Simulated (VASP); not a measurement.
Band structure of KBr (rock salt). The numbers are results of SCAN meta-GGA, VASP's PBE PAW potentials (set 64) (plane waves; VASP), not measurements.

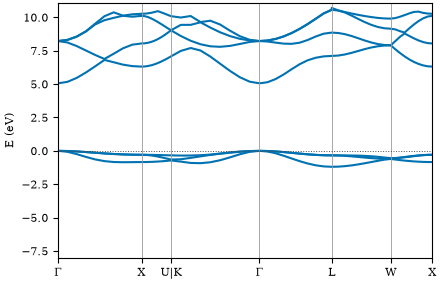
Figure: Bands along high-symmetry lines, zero at the valence-band maximum or, without a gap, the Fermi level

**Question.** Read the plot: is there a gap, and where are the band edges?

**Answer.** The gap is direct, 5.06 eV, from the valence maximum at Γ to the conduction minimum at Γ.

Measured: gap 7.40 eV (computed value off by -2.34 eV), as given by Aguado et al., (1998), arXiv:cond-mat/9809176.

The compound is KBr in the rock salt structure. It was relaxed first.
